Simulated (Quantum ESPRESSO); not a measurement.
# H-SiC-H chair, 1 layer, stepped through biaxial strain, part 4 of 7

Wanted: a table for H-SiC-H chair, 1 layer against biaxial strain, and what can be fitted to it.

Quantum ESPRESSO 7.5; plane-wave DFT, PBE, GBRV ultrasoft pseudopotentials.

So far. Step 2 (Variable-cell relaxation of the reference):  The last row is no step: it is a fresh SCF in the final cell with a new plane-wave basis, -0 meV from the row before. Step 3 (Relaxation with pw.x, -4 %): The relaxation lowers the energy by 3 meV an atom.

**6. Band structure, -4 %**

Bands along a path place the edges.

File m0.bands.in:

```
&control
  prefix = 'm0.bands'
  outdir = './out'
  pseudo_dir = './pseudo'
  calculation = 'bands'
  tefield = .true.
  dipfield = .true.
/
&system
  ibrav = 0
  nat = 4
  ntyp = 3
  ecutwfc = 40
  ecutrho = 200
  occupations = 'smearing'
  smearing = 'fd'
  degauss = 0.002
  edir = 3
  emaxpos = 0.97
  eopreg = 0.04
  eamp = 0.0
  nbnd = 11
/
&electrons
  conv_thr = 1e-07
  mixing_beta = 0.4
  electron_maxstep = 120
  mixing_mode = 'plain'
/
ATOMIC_SPECIES
  H   1.0080  h_pbe_v1.4.uspp.F.UPF
  C   12.0110  c_pbe_v1.2.uspp.F.UPF
  Si  28.0850  si_pbe_v1.uspp.F.UPF
CELL_PARAMETERS angstrom
  2.99765137632000 0.00000000000000 0.00000000000000
  -1.49882568768000 2.59604224320000 0.00000000000000
  0.00000000000000 0.00000000000000 18.11333333300000
ATOMIC_POSITIONS crystal
  H   0.666666666700 0.333333333300 0.411842703800
  C   0.666666666700 0.333333333300 0.472950979200
  Si  0.333333333300 0.666666666700 0.506567905100
  H   0.333333333300 0.666666666700 0.589315629500
K_POINTS crystal_b
4
  0.0000000000 0.0000000000 0.0000000000 12
  0.5000000000 0.0000000000 0.0000000000 12
  0.3333333333 0.3333333333 0.0000000000 12
  0.0000000000 0.0000000000 0.0000000000 1
```

Launch:

```sh
> cp -r out/m0.scf.save out/m0.bands.save
> cp out/m0.scf.xml out/m0.bands.xml
> OMP_NUM_THREADS=1 mpirun -n 4 pw.x -nk 4 -in m0.bands.in > m0.bands.out
```

Output:

```text
[banner, memory and clock lines left out]
Program PWSCF v.7.5 starts

          URL

     Presently no symmetry can be used with electric field

     Atomic positions and unit cell read from directory:
     ./out/m0.bands.save/

     G-vector sticks info

     bravais-lattice index     =            0
     lattice parameter (alat)  =       5.6647  a.u.
     unit-cell volume          =     951.2351 (a.u.)^3
     number of atoms/cell      =            4
     number of atomic types    =            3
     number of electrons       =        10.00
     number of Kohn-Sham states=           11
     kinetic-energy cutoff     =      40.0000  Ry
     charge density cutoff     =     200.0000  Ry
     Exchange-correlation= SLA  PW   PBE  PBE
                           (   1   4   3   4   0   0   0)

     celldm(1)=   5.664740  celldm(2)=   0.000000  celldm(3)=   0.000000
     celldm(4)=   0.000000  celldm(5)=   0.000000  celldm(6)=   0.000000

     crystal axes: (cart. coord. in units of alat)
               a(1) = (   1.000000   0.000000   0.000000 )
               a(2) = (  -0.500000   0.866025   0.000000 )
               a(3) = (   0.000000   0.000000   6.042508 )

     reciprocal axes: (cart. coord. in units 2 pi/alat)
               b(1) = (  1.000000  0.577350 -0.000000 )
               b(2) = (  0.000000  1.154701  0.000000 )
               b(3) = (  0.000000 -0.000000  0.165494 )

     PseudoPot. # 1 for H  read from file:
     ./pseudo/h_pbe_v1.4.uspp.F.UPF
     Pseudo is Ultrasoft, Zval =  1.0
     Generated by new atomic code, or converted to UPF format
     Using radial grid of  615 points,  2 beta functions with:
                l(1) =   0
                l(2) =   0
     Q(r) pseudized with  8 coefficients,  rinner =    0.700

     PseudoPot. # 2 for C  read from file:
     ./pseudo/c_pbe_v1.2.uspp.F.UPF
     Pseudo is Ultrasoft + core correction, Zval =  4.0
     Generated by new atomic code, or converted to UPF format
     Using radial grid of  721 points,  4 beta functions with:
                l(1) =   0
                l(2) =   0
                l(3) =   1
                l(4) =   1
     Q(r) pseudized with  8 coefficients,  rinner =    1.100   1.100   1.100

     PseudoPot. # 3 for Si read from file:
     ./pseudo/si_pbe_v1.uspp.F.UPF
     Pseudo is Ultrasoft + core correction, Zval =  4.0
     Generated by new atomic code, or converted to UPF format
     Using radial grid of  899 points,  6 beta functions with:
                l(1) =   0
                l(2) =   0
                l(3) =   1
                l(4) =   1
                l(5) =   2
                l(6) =   2
     Q(r) pseudized with  8 coefficients,  rinner =    0.900   0.900   0.900
                                                       0.900   0.900

     atomic species   valence    mass     pseudopotential
     H                 1.00     1.00800     H ( 1.00)
     C                 4.00    12.01100     C ( 1.00)
     Si                4.00    28.08500     Si( 1.00)

     No symmetry found

   Cartesian axes

     site n.     atom                  positions (alat units)
         1        H      tau(   1) = (   0.5000000   0.2886751   2.4885630  )
         2        C      tau(   2) = (   0.5000000   0.2886751   2.8578102  )
         3        Si     tau(   3) = (   0.0000000   0.5773503   3.0609408  )
         4        H      tau(   4) = (   0.0000000   0.5773503   3.5609446  )

     number of k points=    37  Fermi-Dirac smearing, width (Ry)=  0.0020
                       cart. coord. in units 2pi/alat
        k(    1) = (   0.0000000   0.0000000   0.0000000), wk =   0.0540541
        k(    2) = (   0.0416667   0.0240563   0.0000000), wk =   0.0540541
        k(    3) = (   0.0833333   0.0481125   0.0000000), wk =   0.0540541
        k(    4) = (   0.1250000   0.0721688   0.0000000), wk =   0.0540541
        k(    5) = (   0.1666667   0.0962250   0.0000000), wk =   0.0540541
        k(    6) = (   0.2083333   0.1202813   0.0000000), wk =   0.0540541
        k(    7) = (   0.2500000   0.1443376   0.0000000), wk =   0.0540541
        k(    8) = (   0.2916667   0.1683938   0.0000000), wk =   0.0540541
        k(    9) = (   0.3333333   0.1924501   0.0000000), wk =   0.0540541
        k(   10) = (   0.3750000   0.2165064   0.0000000), wk =   0.0540541
        k(   11) = (   0.4166667   0.2405626   0.0000000), wk =   0.0540541
        k(   12) = (   0.4583333   0.2646189   0.0000000), wk =   0.0540541
        k(   13) = (   0.5000000   0.2886751   0.0000000), wk =   0.0540541
        k(   14) = (   0.4861111   0.3127314   0.0000000), wk =   0.0540541
        k(   15) = (   0.4722222   0.3367877   0.0000000), wk =   0.0540541
        k(   16) = (   0.4583333   0.3608439   0.0000000), wk =   0.0540541
        k(   17) = (   0.4444444   0.3849002   0.0000000), wk =   0.0540541
        k(   18) = (   0.4305556   0.4089564   0.0000000), wk =   0.0540541
        k(   19) = (   0.4166667   0.4330127   0.0000000), wk =   0.0540541
        k(   20) = (   0.4027778   0.4570690   0.0000000), wk =   0.0540541
        k(   21) = (   0.3888889   0.4811252   0.0000000), wk =   0.0540541
        k(   22) = (   0.3750000   0.5051815   0.0000000), wk =   0.0540541
        k(   23) = (   0.3611111   0.5292377   0.0000000), wk =   0.0540541
        k(   24) = (   0.3472222   0.5532940   0.0000000), wk =   0.0540541
        k(   25) = (   0.3333333   0.5773503   0.0000000), wk =   0.0540541
        k(   26) = (   0.3055556   0.5292377   0.0000000), wk =   0.0540541
        k(   27) = (   0.2777778   0.4811252   0.0000000), wk =   0.0540541
        k(   28) = (   0.2500000   0.4330127   0.0000000), wk =   0.0540541
        k(   29) = (   0.2222222   0.3849002   0.0000000), wk =   0.0540541
        k(   30) = (   0.1944444   0.3367877   0.0000000), wk =   0.0540541
        k(   31) = (   0.1666667   0.2886751   0.0000000), wk =   0.0540541
        k(   32) = (   0.1388889   0.2405626   0.0000000), wk =   0.0540541
        k(   33) = (   0.1111111   0.1924501   0.0000000), wk =   0.0540541
        k(   34) = (   0.0833333   0.1443376   0.0000000), wk =   0.0540541
        k(   35) = (   0.0555556   0.0962250   0.0000000), wk =   0.0540541
        k(   36) = (   0.0277778   0.0481125   0.0000000), wk =   0.0540541
        k(   37) = (   0.0000000   0.0000000   0.0000000), wk =   0.0540541

     Dense  grid:    45377 G-vectors     FFT dimensions: (  25,  25, 160)

     Smooth grid:    32645 G-vectors     FFT dimensions: (  24,  24, 144)

     The potential is recalculated from file :
     ./out/m0.bands.save/charge-density

     negative rho (up, down):  5.006E-04 0.000E+00

     Adding external electric field

     Computed dipole along edir(3) :
        Dipole               -0.1429 Ry au,         -0.3632 Debye
        Dipole field         -0.0019 Ry au,

        Potential amp.        0.1240 Ry
        Total length         32.8601 bohr

     Starting wfcs are   10 randomized atomic wfcs +    1 random wfcs

     Band Structure Calculation
     Davidson diagonalization with overlap

     ethr =  1.00E-09,  avg # of iterations = 48.8

     End of band structure calculation

          k = 0.0000 0.0000 0.0000 (  4077 PWs)   bands (ev):

   -16.8352 -10.3581  -5.6840  -2.6820  -2.6820   0.6248   1.7343   2.6348
     3.1874   4.0053   4.8409

          k = 0.0417 0.0241 0.0000 (  4071 PWs)   bands (ev):

   -16.8056 -10.3344  -5.6708  -2.8368  -2.7233   0.6596   1.7720   2.6642
     3.2248   4.1033   4.8596

          k = 0.0833 0.0481 0.0000 (  4080 PWs)   bands (ev):

   -16.7169 -10.2644  -5.6331  -3.2621  -2.8407   0.7636   1.8851   2.7505
     3.3344   4.2976   4.9080

          k = 0.1250 0.0722 0.0000 (  4062 PWs)   bands (ev):

   -16.5702 -10.1508  -5.5773  -3.8719  -3.0169   0.9350   2.0732   2.8861
     3.5076   4.2801   5.0025

          k = 0.1667 0.0962 0.0000 (  4066 PWs)   bands (ev):

   -16.3673  -9.9991  -5.5224  -4.5733  -3.2301   1.1701   2.3353   3.0489
     3.6776   4.0412   5.1487

          k = 0.2083 0.1203 0.0000 (  4074 PWs)   bands (ev):

   -16.1110  -9.8193  -5.6142  -5.1669  -3.4590   1.4596   2.6651   3.1256
     3.5626   4.1872   5.2954

          k = 0.2500 0.1443 0.0000 (  4068 PWs)   bands (ev):

   -15.8060  -9.6300  -6.2233  -5.2417  -3.6856   1.7743   2.8251   3.1243
     3.6389   4.5605   5.4136

          k = 0.2917 0.1684 0.0000 (  4062 PWs)   bands (ev):

   -15.4593  -9.4690  -6.9003  -5.2012  -3.8958   1.9742   2.6497   3.5746
     3.8154   4.9743   5.4283

          k = 0.3333 0.1925 0.0000 (  4070 PWs)   bands (ev):

   -15.0827  -9.4148  -7.4349  -5.1758  -4.0792   1.8237   2.8417   3.9173
     4.1693   5.0446   5.6789

          k = 0.3750 0.2165 0.0000 (  4066 PWs)   bands (ev):

   -14.6967  -9.5686  -7.7034  -5.1827  -4.2285   1.5691   3.1234   4.1198
     4.6594   4.9846   6.2494

          k = 0.4167 0.2406 0.0000 (  4078 PWs)   bands (ev):

   -14.3373  -9.8895  -7.7292  -5.2176  -4.3384   1.3615   3.2937   4.2722
     4.8178   5.5653   6.8624

          k = 0.4583 0.2646 0.0000 (  4072 PWs)   bands (ev):

   -14.0654 -10.1906  -7.6693  -5.2589  -4.4056   1.2321   3.3755   4.1978
     5.2722   6.3183   6.8623

          k = 0.5000 0.2887 0.0000 (  4088 PWs)   bands (ev):

   -13.9606 -10.3123  -7.6370  -5.2775  -4.4282   1.1886   3.4040   4.1445
     5.6365   6.4464   7.1536

          k = 0.4861 0.3127 0.0000 (  4082 PWs)   bands (ev):

   -13.9542 -10.3038  -7.6323  -5.2808  -4.4845   1.2250   3.4492   4.1574
     5.6340   6.4498   7.1623

          k = 0.4722 0.3368 0.0000 (  4058 PWs)   bands (ev):

   -13.9354 -10.2782  -7.6182  -5.2953  -4.6399   1.3235   3.5820   4.1992
     5.6205   6.4551   7.1065

          k = 0.4583 0.3608 0.0000 (  4066 PWs)   bands (ev):

   -13.9045 -10.2361  -7.5956  -5.3433  -4.8491   1.4584   3.7853   4.2839
     5.5768   6.4468   6.9390

          k = 0.4444 0.3849 0.0000 (  4082 PWs)   bands (ev):

   -13.8624 -10.1784  -7.5658  -5.4906  -5.0185   1.6036   4.0017   4.4526
     5.4794   6.4190   6.8612

          k = 0.4306 0.4090 0.0000 (  4074 PWs)   bands (ev):

   -13.8106 -10.1067  -7.5310  -5.7705  -5.0885   1.7417   4.1587   4.7113
     5.3676   6.4166   6.8815

          k = 0.4167 0.4330 0.0000 (  4066 PWs)   bands (ev):

   -13.7509 -10.0231  -7.4950  -6.1100  -5.1085   1.8639   4.2654   4.8004
     5.5010   6.4695   6.9549

          k = 0.4028 0.4571 0.0000 (  4058 PWs)   bands (ev):

   -13.6859  -9.9313  -7.4654  -6.4510  -5.1128   1.9656   4.3376   4.6671
     5.9234   6.5692   7.0603

          k = 0.3889 0.4811 0.0000 (  4048 PWs)   bands (ev):

   -13.6192  -9.8366  -7.4584  -6.7513  -5.1128   2.0426   4.3353   4.5753
     6.3781   6.7029   7.2038

          k = 0.3750 0.5052 0.0000 (  4042 PWs)   bands (ev):

   -13.5552  -9.7470  -7.5058  -6.9596  -5.1125   2.0919   4.2579   4.5861
     6.7117   6.8603   7.4182

          k = 0.3611 0.5292 0.0000 (  4046 PWs)   bands (ev):

   -13.5000  -9.6733  -7.6166  -7.0486  -5.1135   2.1144   4.2045   4.6083
     6.8668   7.0266   7.6472

          k = 0.3472 0.5533 0.0000 (  4044 PWs)   bands (ev):

   -13.4608  -9.6270  -7.7233  -7.0678  -5.1152   2.1179   4.1985   4.6074
     6.9220   7.1806   7.7308

          k = 0.3333 0.5774 0.0000 (  4044 PWs)   bands (ev):

   -13.4459  -9.6127  -7.7647  -7.0683  -5.1163   2.1158   4.2108   4.5959
     6.9399   7.2574   7.7139

          k = 0.3056 0.5292 0.0000 (  4040 PWs)   bands (ev):

   -13.5200  -9.6316  -7.6088  -7.0874  -5.1075   2.1488   4.0555   4.7384
     6.6348   7.1992   7.8421

          k = 0.2778 0.4811 0.0000 (  4030 PWs)   bands (ev):

   -13.7577  -9.5875  -7.2658  -7.1173  -5.0745   2.2833   3.7094   5.0041
     5.9714   6.8545   7.1860

          k = 0.2500 0.4330 0.0000 (  4048 PWs)   bands (ev):

   -14.1316  -9.4440  -7.2669  -6.6896  -5.0231   2.5235   3.3540   4.8303
     5.5897   6.1492   6.9589

          k = 0.2222 0.3849 0.0000 (  4060 PWs)   bands (ev):

   -14.5786  -9.3054  -7.2335  -6.1338  -4.9653   2.7898   3.0637   4.3004
     4.9286   6.0782   6.4834

          k = 0.1944 0.3368 0.0000 (  4066 PWs)   bands (ev):

   -15.0416  -9.3040  -6.9617  -5.6166  -4.8674   2.5838   3.2296   3.8869
     4.2122   5.6081   5.9149

          k = 0.1667 0.2887 0.0000 (  4064 PWs)   bands (ev):

   -15.4826  -9.4502  -6.4463  -5.3415  -4.5650   2.1642   3.4227   3.6363
     3.6696   5.0265   5.4758

          k = 0.1389 0.2406 0.0000 (  4069 PWs)   bands (ev):

   -15.8783  -9.6661  -5.8021  -5.2864  -4.0769   1.7340   2.9795   3.4130
     3.8275   4.5355   5.2034

          k = 0.1111 0.1925 0.0000 (  4077 PWs)   bands (ev):

   -16.2146  -9.8891  -5.4953  -4.8911  -3.5953   1.3497   2.5360   3.1860
     3.8676   4.3319   5.0434

          k = 0.0833 0.1443 0.0000 (  4077 PWs)   bands (ev):

   -16.4829 -10.0845  -5.5474  -4.1365  -3.1966   1.0376   2.1862   2.9662
     3.6136   4.4638   4.9420

          k = 0.0556 0.0962 0.0000 (  4075 PWs)   bands (ev):

   -16.6777 -10.2337  -5.6172  -3.4202  -2.9087   0.8097   1.9354   2.7881
     3.3827   4.3854   4.9142

          k = 0.0278 0.0481 0.0000 (  4061 PWs)   bands (ev):

   -16.7957 -10.3266  -5.6665  -2.8856  -2.7381   0.6712   1.7846   2.6740
     3.2372   4.1334   4.8654

          k = 0.0000 0.0000 0.0000 (  4077 PWs)   bands (ev):

   -16.8352 -10.3581  -5.6840  -2.6820  -2.6820   0.6248   1.7343   2.6348
     3.1874   4.0053   4.8409

     XML data file, pseudopotentials, collected wavefunctions

                                        0.00s GPU  (     539 calls)
```

Elapsed: 8.4 s, on 4 MPI ranks of Arm Neoverse V1, shared host; peak memory 0.25 GiB; 33 s of CPU time.

Read from the output:

| Item | Value |
| --- | --- |
| conduction bottom, on the run's zero | 0.6248 eV |

Band numbers count within the set of bands kept for display. Electronic bands along the path, in eV, zero at the highest filled level of the SCF mesh; v1 is the highest filled band, c1 the lowest empty one:

| point | v4 | v3 | v2 | v1 | c1 | c2 | c3 | c4 |
| --- | --- | --- | --- | --- | --- | --- | --- | --- |
| Γ | -7.68 | -3.00 | 0.00 | 0.00 | 3.31 | 4.42 | 5.32 | 5.87 |
| M | -7.63 | -4.95 | -2.60 | -1.75 | 3.87 | 6.09 | 6.83 | 8.32 |
| K | -6.93 | -5.08 | -4.39 | -2.43 | 4.80 | 6.89 | 7.28 | 9.62 |
| Γ | -7.68 | -3.00 | 0.00 | 0.00 | 3.31 | 4.42 | 5.32 | 5.87 |

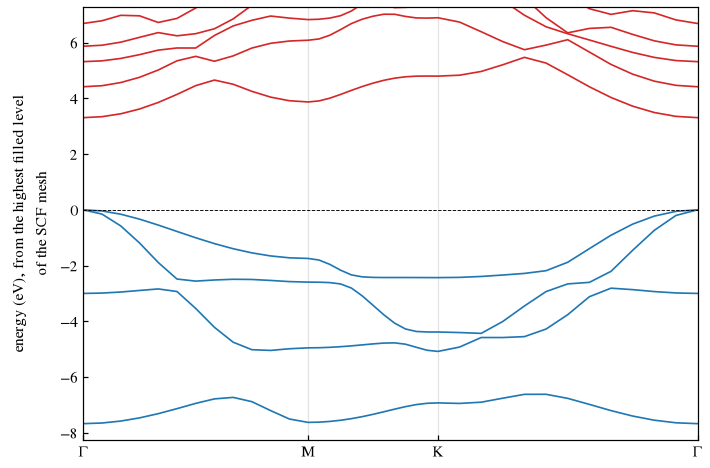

Electronic bands along the path; lines of filled and empty bands in two colours.

Along this path the valence top lies at Γ and the conduction bottom at Γ.

[end of part 4 of 7]

[Logs are printed without paths, hosts, clocks, repeated set-up lines and the standing remarks that a program may print on its own settings, such as how far it seeks lower states.]

[Hosts, paths, dates, database ids (printed as entryN), source tags and the programs' standing remarks are cut or masked in the printed files.]

[Maps of the electrostatic potential energy from Ansatz leave out the sawtooth potential of an applied field or a dipole correction, so their vacuum need not be flat; planar profiles and work functions include it.]
